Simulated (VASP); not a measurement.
Band structure of ZrGe (relaxed from the WC structure, space group P-6m2). These are r2SCAN meta-GGA, VASP's PBE PAW potentials (set 64) (plane waves; VASP) values and carry that method's errors.

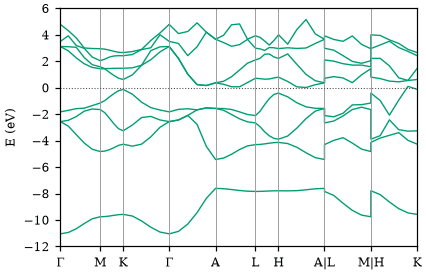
Figure: Bands along high-symmetry lines, zero at the valence-band maximum or, without a gap, the Fermi level

**Question.** Read the plot: is there a gap, and where are the band edges?

**Answer.** It has no gap at this level: it comes out as a metal or semimetal.

The structure was generated: ZrGe was put into the WC type (P-6m2), which need not be its known phase. It was relaxed first.
